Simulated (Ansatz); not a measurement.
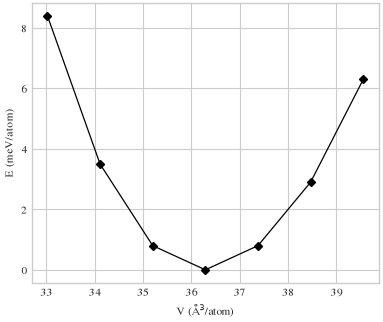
Figure. Na (bcc (W type), Im-3m) under volume change, PBEsol in the plane-wave PAW code Ansatz, scaled uniformly.

**Question.** What does a third-order Birch–Murnaghan fit give for V₀, B₀ and B′?

**Answer.** V₀ = 36.29 Å³/atom, B₀ = 7.9 GPa, B′ = 3.7.

The cell was relaxed with PBEsol under the symmetry of its start.

Potentials: the earlier of the program's two PAW sets. The files were generated under PBE; for other functionals the program regenerates the frozen cores, and for LDA and PBEsol the local potential too.
